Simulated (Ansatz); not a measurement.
The relaxed structure here is a generated cell of CdS: the first start was made by placing the elements on the sites of a structure type, and the end was not matched to a known phase here, so it may be hypothetical. Known forms of CdS include space group No. 186, 216.

A relaxed structure of CdS. Method: PBE (plane waves to 420 eV, PAW, scalar-relativistic; Ansatz, a program for electronic structure).

P6₃/mmc (No. 194), hP4, NiAs type; a = b = 3.8781 Å, c = 6.4773 Å, α = β = 90.00°, γ = 120.00°.

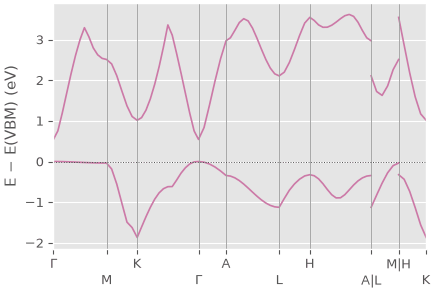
Figure. Highest filled and lowest empty band along the path of this cell's Brillouin zone

Q: Read off the gap and say whether it is direct.

A: 0.54 eV, direct at Γ (no spin-orbit coupling).

Q: How far does the top valence band disperse along this path?

A: About 1.9 eV.

No spin polarisation in the result.

The run could not lose the symmetry of its start, so the end can be a saddle point.

All atoms sit on sites fixed by symmetry, so only the cell could relax.
